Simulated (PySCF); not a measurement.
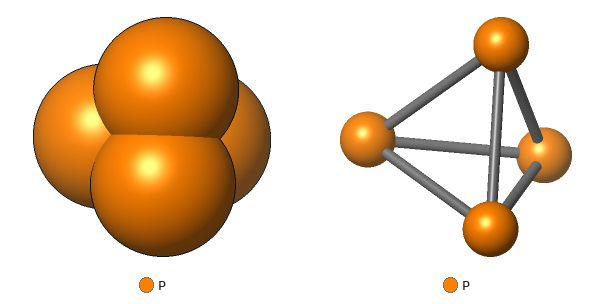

Both panels show the same species.

The geometry was computed by an optimisation with PBE0-D3(BJ)/def2-SVP. No frequency run is at hand to confirm it as a minimum.

What does the picture show?

Formula P₄. As SMILES it reads `p12p3p1p23`. This geometry has Td symmetry. Coordination: 4 P trigonal pyramidal.

More results for the same structure follow; atom numbers are the same in all pictures, views and colours differ.

Spin–spin coupling

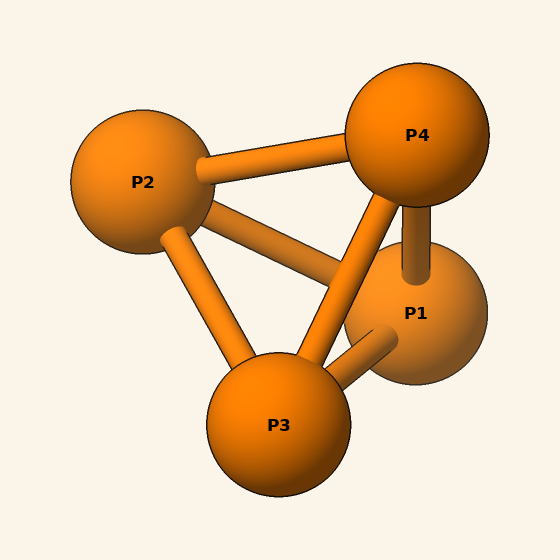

No frequency run is at hand to confirm it as a minimum. Method: B3LYP/6-31G* indirect spin-spin coupling, non-relativistic, gas phase (PySCF 2.14.0). Isotopes: 31P.

Give the spin–spin coupling constants of these pairs, with the number of bonds between them: P1/P2, P1/P4, P1/P3, P2/P4, P2/P3, P3/P4.

```json
{"pair": "P1, P2", "bonds apart": "1", "J (Hz)": "−123.4"}
{"pair": "P1, P4", "bonds apart": "1", "J (Hz)": "−123.2"}
{"pair": "P1, P3", "bonds apart": "1", "J (Hz)": "−123.6"}
{"pair": "P2, P4", "bonds apart": "1", "J (Hz)": "−123.3"}
{"pair": "P2, P3", "bonds apart": "1", "J (Hz)": "−123.1"}
{"pair": "P3, P4", "bonds apart": "1", "J (Hz)": "−123.5"}
```

NMR shielding

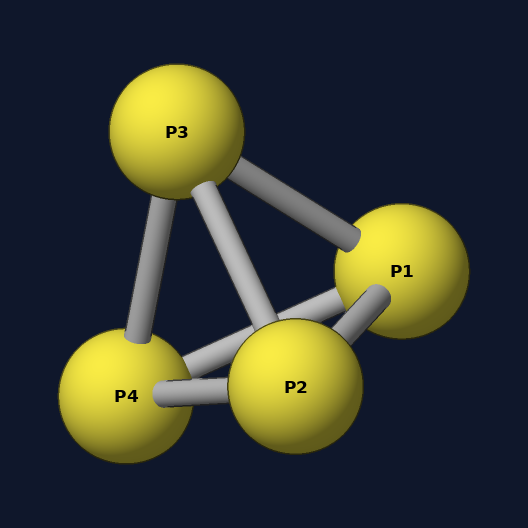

No frequency run is at hand to confirm it as a minimum. Level of theory: GIAO PBE0/cc-pVTZ NMR shielding, non-relativistic, gas phase (PySCF 2.14.0). Principal shieldings σ11 ≤ σ22 ≤ σ33, span Ω = σ33 − σ11, skew κ = 3(σiso − σ22)/Ω.

Give the shielding tensors of the P atoms.

```tsv
atom	σ11	σ22	σ33	σiso	Ω	κ
P1, P2, P3…	583.1	1009.3	1010.2	867.6	427.1	−1.00
```

Shieldings and span in ppm.

Levels of theory compared

No frequency run is at hand to confirm it as a minimum. Program: PySCF 2.14.0.

Tabulate HOMO–LUMO gap (eV), lowest singlet excitation (eV), HOMO energy (eV) at these levels: B3LYP/def2-SVPD; BHandHLYP/def2-SVPD; HF/def2-SVPD; LDA/def2-SVPD; PBE/def2-SVPD; PBE0/def2-SVPD.

| level | HOMO–LUMO gap (eV) | lowest singlet excitation (eV) | HOMO energy (eV) |
| --- | --- | --- | --- |
| B3LYP/def2-SVPD | 6.47 | 5.20 | −7.36 |
| BHandHLYP/def2-SVPD | 8.65 | 5.42 | −8.41 |
| HF/def2-SVPD | 12.09 | 5.71 | −9.71 |
| LDA/def2-SVPD | 5.05 | 5.11 | −6.77 |
| PBE/def2-SVPD | 5.07 | 5.11 | −6.65 |
| PBE0/def2-SVPD | 6.89 | 5.31 | −7.65 |

Ring current

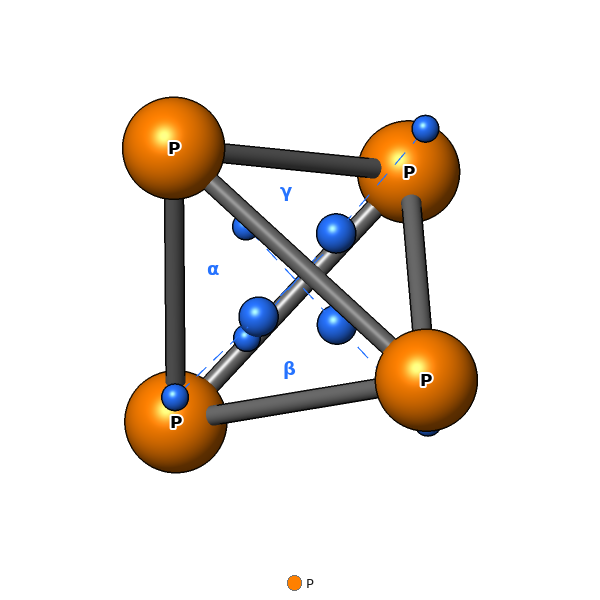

The small points mark where nucleus-independent chemical shifts (NICS) were computed: at the centre of each lettered ring and 1 Å above and below it. No frequency run is at hand to confirm it as a minimum. Properties computed with GIAO PBE0/aug-cc-pVDZ NMR shielding, non-relativistic, gas phase (PySCF 2.14.0).

Give NICS(0), NICS(1) and the out-of-plane component NICS(1)zz for each ring (means of the two sides).

```tsv
ring	members	NICS(0)	NICS(1)	NICS(1)zz
α	P3	−58.0	−40.5	−59.0
β	P3	−58.0	−40.5	−59.1
γ	P3	−58.0	−40.5	−59.0
```

Values in ppm.
